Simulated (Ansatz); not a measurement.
# CH4Si (SMILES C=[SiH2]) at FCI/STO-3G

What is the electronic atomisation energy of CH4Si at FCI/STO-3G? 

The calculation is run with Ansatz 0.2.0.

43 further runs of the same task are left out: 43 set aside as unsound or not needed.

**1. The structure to begin with**

CH4Si has 6 atoms, charge 0, and is taken as a singlet. SMILES: `C=[SiH2]`. The shape is that of a GFN2-xTB optimisation.

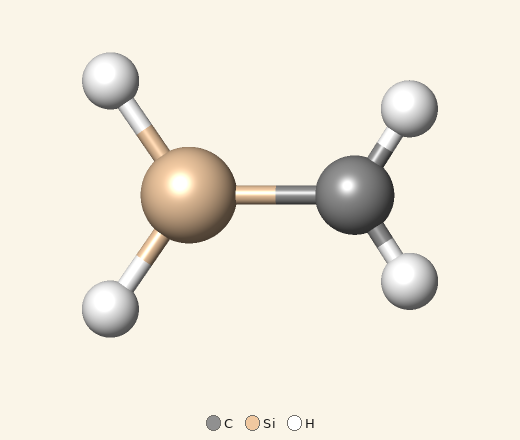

Viewed from a chosen angle; carbon grey, silicon light orange, hydrogen white.

**2. A single-point energy at FCI/STO-3G**

run.yaml

```yaml
crystal:
  periodic: [false, false, false]
  atoms:
    - symbol: C
      position_ang: [-0.738690, -0.547160, -0.265100]
    - symbol: Si
      position_ang: [0.611270, 0.451760, 0.218260]
    - symbol: H
      position_ang: [-1.408510, -0.996610, 0.448130]
    - symbol: H
      position_ang: [-0.962920, -0.758160, -1.296740]
    - symbol: H
      position_ang: [0.952980, 0.765970, 1.600750]
    - symbol: H
      position_ang: [1.545870, 1.084200, -0.705300]
basis:
  gaussian:
    orbitals: STO-3G
total_charge: 0
correlation:
  method: fci
  frozen_orbitals: {C: 1, H: 0, Si: 5}
accuracy: high
```

Command:

```
$ ansatz run run.yaml --threads 1 --pin off --max-ram 2610MiB --events-out events.jsonl --progress --plain --runs-dir runs
```

What it wrote:

```text
Warning: RAYON_NUM_THREADS=1 ignored (pool sized by the plan → 1); use --threads N
Functional definition: HF
  name "HF"
  exchange = exact_x
  correlation = 0
310 factors; integrals over basis functions are off by at most 1.1e-8 eV
mean field evaluation 1: about -8848.6178 eV, gradient 1.5e1 eV
mean field evaluation 2: about -8848.6331 eV, gradient 1.5e1 eV
mean field evaluation 4: about -8849.5159 eV, gradient 1.2e0 eV
mean field evaluation 8: about -8849.5255 eV, gradient 1.7e-2 eV
mean field -8849.52545805 eV, -325.2140621594 hartree, gradient 2.9e-8 eV, S^2 0.000000; 0 other end points of the search recorded, 0 dependent functions left out; unrestricted orbitals would lower it
mean field evaluation 16: about -8850.1379 eV, gradient 1.8e-1 eV
6 core orbitals not correlated: weight in the atoms' cores, before any rotation towards them, 0.999 or more for the frozen orbitals, at most 0.000 for the correlated occupied ones
reference -8849.52545805 eV, -325.2140621594 hartree; 6, 6 occupied and 6, 6 virtual orbitals, 310 factors
state -8854.00678548 eV, -325.3787479051 hartree
Total energy: -8854.00678548 eV, -325.3787479051 hartree
```

Wall time 3.9 s (1 thread of Arm Neoverse V1, shared host); peak memory 0.13 GiB.

**3. The C atom, same level**

input.yaml

```yaml
crystal:
  periodic: [false, false, false]
  atoms:
    - symbol: C
      position_ang: [0.000000, 0.000000, 0.000000]
basis:
  gaussian:
    orbitals: STO-3G
magnetization:
  spin_polarized: true
  initial_magnetization: 2
correlation:
  method: fci
  frozen_orbitals: {C: 1}
accuracy: high
```

Run the same way, it converges to -37.21862 Eh (log not shown).

**4. The H atom: the energy at UHF/STO-3G**

molecule.yaml

```yaml
crystal:
  periodic: [false, false, false]
  atoms:
    - {symbol: H, position_ang: [0.000000, 0.000000, 0.000000]}
basis:
  gaussian:
    orbitals: STO-3G
magnetization:
  spin_polarized: true
  initial_magnetization: 1
hamiltonian:
  xc: hf
accuracy: high
```

Run the same way, it converges to -0.46658 Eh (log not shown).

**5. The Si atom**

run.yaml

```yaml
crystal:
  periodic: [false, false, false]
  atoms:
    - {symbol: Si, position_ang: [0.000000, 0.000000, 0.000000]}
basis:
  gaussian:
    orbitals: STO-3G
correlation:
  method: fci
  frozen_orbitals: {Si: 5}
accuracy: high
magnetization:
  spin_polarized: true
  initial_magnetization: 2
```

Run the same way, it converges to -285.47962 Eh (log not shown).

**6. Results**

Level: FCI/STO-3G, 6 core orbitals frozen.

| quantity | value |
| --- | --- |
| molecule: total energy | -325.37875 Eh |
| molecule: correlation energy (6 core orbitals frozen) | -164.7 mEh |
| C atom: total energy | -37.21862 Eh |
| C atom: correlation energy (1 core orbital frozen) | -20.2 mEh |
| H atom: total energy | -0.46658 Eh |
| H atom: ⟨S²⟩ | 0.750 |
| Si atom: total energy | -285.47962 Eh |
| Si atom: correlation energy (5 core orbitals frozen) | -13.4 mEh |
| electronic atomisation energy | 22.155 eV |

Taking the molecule apart into free atoms costs 22.15 eV (511 kcal/mol), before zero-point energy and without spin-orbit coupling. In a minimal basis such a difference can be off by several eV, whatever the method. The restricted solution (molecule) is unstable to spin breaking: an unrestricted one lies lower.
